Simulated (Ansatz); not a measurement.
# TeF2 (SMILES F[Te]F) at CCSD/STO-3G

Aim: the electronic atomisation energy of TeF2 at CCSD/STO-3G, from 3 runs. 

Program for the calculation: Ansatz 0.2.0.

49 further runs of the same task are left out: 14 that didn't finish, 35 set aside as unsound or not needed.

## 1. The molecule

The species is TeF2 (3 atoms), meant as a singlet with charge 0. As SMILES, `F[Te]F`. Geometry: a GFN2-xTB relaxation, a rough one for these elements and not checked as a minimum.

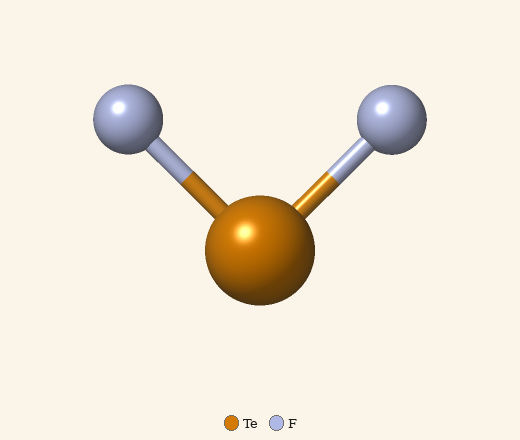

Viewed from a chosen angle; tellurium orange, fluorine light blue.

## 2. The energy at CCSD/STO-3G

Input file input.yaml:

```yaml
crystal:
  periodic: [false, false, false]
  atoms:
    - {symbol: Te, position_ang: [0.004940, -0.008070, -0.919920]}
    - {symbol: F, position_ang: [1.385420, -0.017500, 0.467790]}
    - {symbol: F, position_ang: [-1.390360, 0.025580, 0.452120]}
basis:
  gaussian:
    orbitals: STO-3G
correlation:
  method: ccsd
  frozen_orbitals: {F: 1, Te: 18}
scf:
  omitted_lower_state_checks: [cluster_reference, increment]
accuracy: high
```

Launch:

```sh
$ ansatz run input.yaml --threads 1 --pin off --max-ram 2610MiB --events-out events.jsonl --progress --plain --runs-dir runs
```

Standard output, shortened:

```text
Warning: RAYON_NUM_THREADS=1 ignored (pool sized by the plan → 1); use --threads N
Functional definition: HF
  name "HF"
[...]
540 factors; integrals over basis functions are off by at most 3.9e-9 eV
[...]
mean field -183489.69839852 eV, -6743.1220423611 hartree, gradient 1.0e-8 eV, S^2 0.000000; 0 other end points of the search recorded, 0 dependent functions left out
20 core orbitals not correlated: weight in the atoms' cores, before any rotation towards them, 1.000 or more for the frozen orbitals, at most 0.000 for the correlated occupied ones
reference -183489.69839852 eV, -6743.1220423611 hartree; 15, 15 occupied and 2, 2 virtual orbitals, 540 factors
second order -1.58911484 eV of doubles, -0.00000000 eV of singles
cycle   1  -1.97967262 eV  change   -3.9e-1 eV  update   8.1e-2
[...]
cycle  23  -2.29903398 eV  change   1.6e-10 eV  update   3.6e-9
Total energy: -183491.99743250 eV, -6743.2065303016 hartree
Checks for a lower state left out: cluster_reference, increment
```

It took 0.69 s on 1 thread of Arm Neoverse V1, shared host.

## 3. The F atom, same level

Input file job.yaml:

```yaml
crystal:
  periodic: [false, false, false]
  atoms:
    - {symbol: F, position_ang: [0.000000, 0.000000, 0.000000]}
basis:
  gaussian: {orbitals: STO-3G}
magnetization: {spin_polarized: true, initial_magnetization: 1}
correlation: {method: ccsd, frozen_orbitals: {F: 1}}
accuracy: high
scf: {omitted_lower_state_checks: [cluster_reference, increment]}
```

Run the same way, it converges to -97.98651 Eh (log not shown).

## 4. The Te atom, same level

Input file input.yaml:

```yaml
crystal:
  periodic: [false, false, false]
  atoms:
    - {symbol: Te, position_ang: [0.000000, 0.000000, 0.000000]}
basis:
  gaussian: {orbitals: STO-3G}
magnetization: {spin_polarized: true, initial_magnetization: 2}
correlation: {method: ccsd, frozen_orbitals: {Te: 18}}
accuracy: high
scf: {omitted_lower_state_checks: [cluster_reference, increment]}
```

Run the same way, it converges to -6547.12236 Eh (log not shown).

## 5. What came out

Level: CCSD/STO-3G, 20 core orbitals frozen.

| quantity | value |
| --- | --- |
| molecule: total energy | -6743.20653 Eh |
| molecule: correlation energy (20 core orbitals frozen) | -84.5 mEh |
| molecule: T1 diagnostic | 0.012 |
| F atom: total energy | -97.98651 Eh |
| F atom: correlation energy (1 core orbital frozen) | 0.0 mEh |
| F atom: ⟨S²⟩ of the reference determinant | 0.750 |
| F atom: T1 diagnostic | 0.000 |
| Te atom: total energy | -6547.12236 Eh |
| Te atom: correlation energy (18 core orbitals frozen) | 0.0 mEh |
| Te atom: ⟨S²⟩ of the reference determinant | 2.000 |
| Te atom: T1 diagnostic | 0.000 |
| electronic atomisation energy | 3.025 eV |

**Reading.** Taking the molecule apart into free atoms costs 3.02 eV (70 kcal/mol), before zero-point energy and without spin-orbit coupling. In a minimal basis such a difference can be off by several eV, whatever the method. Relativity is left out (molecule) although the molecule holds a heavy atom. Relativity is left out (Te atom) although the molecule holds a heavy atom.
